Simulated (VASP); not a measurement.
Band structure of BeI₂ (space group Ibam). Method: r2SCAN meta-GGA, VASP's PBE PAW potentials (set 64) (plane waves; VASP).

The path is coarsely sampled, so an indirect gap can come out somewhat too large. Unless said otherwise, spin-orbit coupling is left out, though it shifts the bands of the heavy elements here.

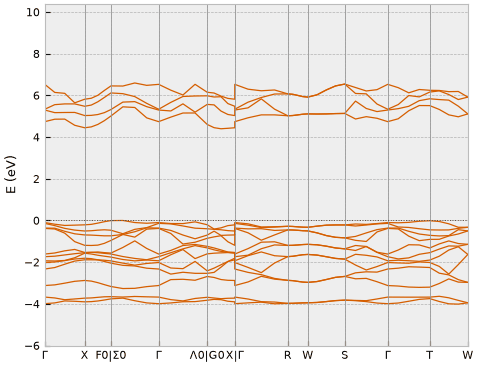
Bands along high-symmetry lines, zero at the valence-band maximum or, without a gap, the Fermi level

Problem. Read the plot: is there a gap, and where are the band edges?

Solution. The gap is indirect, 4.40 eV, from the valence maximum at (-0.33, 0.33, 0.17) to the conduction minimum at G0-X at 0.50.

The structure comes from a computed database's BeI2 entry (Ibam), a phase known from measurement. It was relaxed first.
